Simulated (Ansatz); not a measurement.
# C2H6O2Si (SMILES O[SiH]1CCO1): what the fields show

```xyz
11

O    -1.5766    1.2415    1.1354
Si   -0.6650    0.8191   -0.1271
C    -0.3185   -0.9748   -0.3268
C     1.2590   -0.4909   -0.2157
O     0.9229    0.7965    0.3581
H    -1.1522    1.4827    1.9499
H    -0.8036    1.6168   -1.3585
H    -0.5132   -1.4300   -1.2682
H    -0.6045   -1.5928    0.5593
H     1.7134   -0.4089   -1.1508
H     1.8037   -1.1163    0.4652
```

The fields and orbitals are those of the mean-field reference, not of the correlated method.

Method: MP2, Gaussian basis in Ansatz 0.2.0.

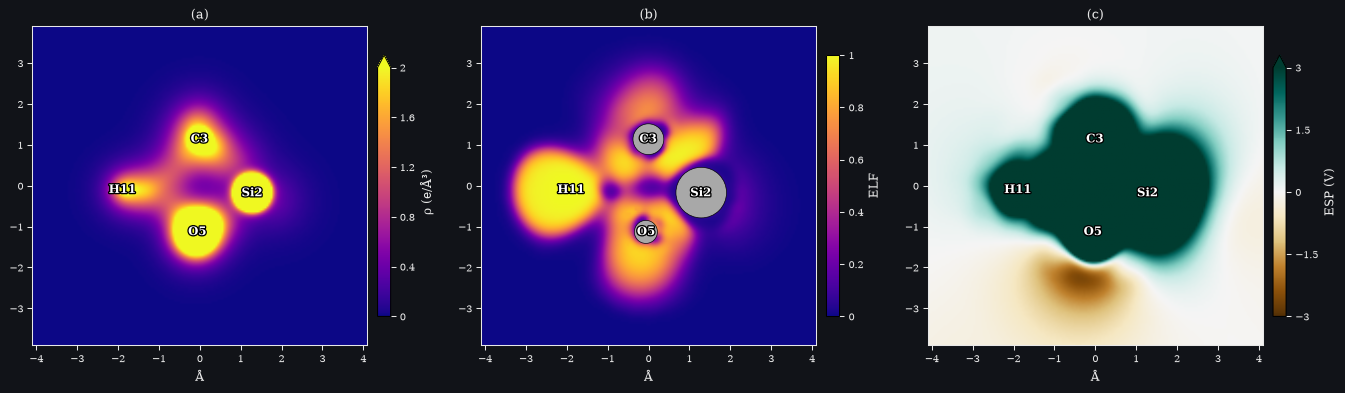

Figure 1. (a) electron density; (b) electron localisation function; (c) electrostatic potential on the plane of atoms C3, Si2 and O5. Grey discs cover the atomic cores in the ELF map.

**Describe what can be read from this map.**

- The plane passes through Si, C, O and H nuclei.
- C–Si (1.84 Å): the density is about 1.1 e/Å³ at the midpoint; the ELF peaks at about 1 between the atoms (a covalent bond).
- Si–O (1.66 Å): ρ is about 1.2 e/Å³ halfway; the ELF peaks at about 0.90 between the atoms: a polar covalent bond.
- The ELF also peaks beside O5, away from the bonds: lone-pair regions.
- Outside the dense part of the molecule the potential is most negative (−2.6 V) near O5.

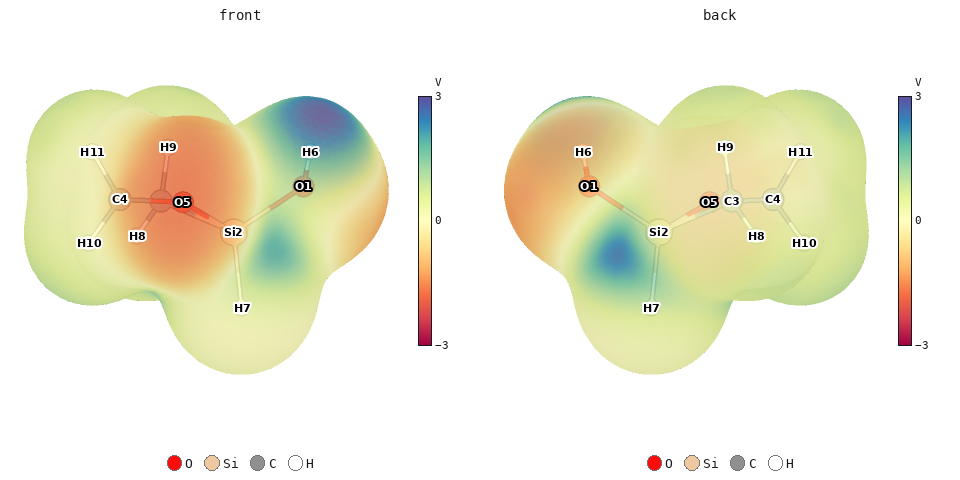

Figure 2. The molecular electrostatic potential painted on the density surface at 0.002 e/bohr³, seen from the front and from behind; the colour scale runs from red (negative) to blue (positive).

**Describe the electrostatic potential map.**

The most negative region (about −1.8 V) lies over O5, the most positive (about +2.8 V) over H6. O5 is the likeliest acceptor of a hydrogen bond.

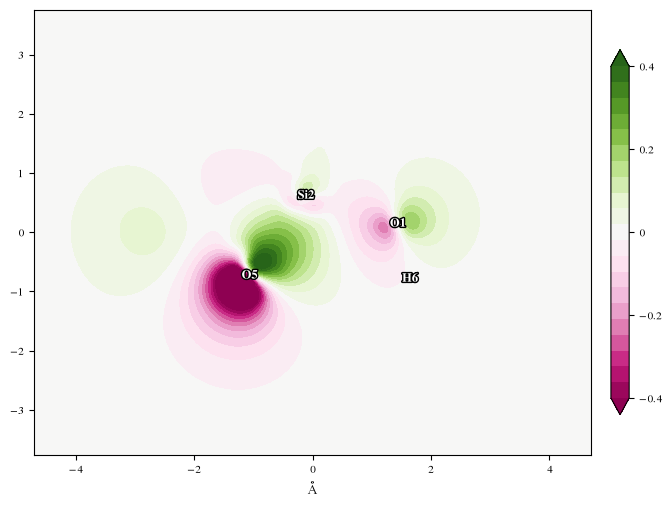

Figure 3. The HOMO−1 on the plane of atoms Si2, O1 and H6 (values in Å⁻³ᐟ²; the overall sign is arbitrary).

**What is the character of this orbital?**

By Hirshfeld shares it lies mainly on O5 (about 40 %), C3 (about 20 %) and C4 (about 20 %). Its energy is −11.65 eV.
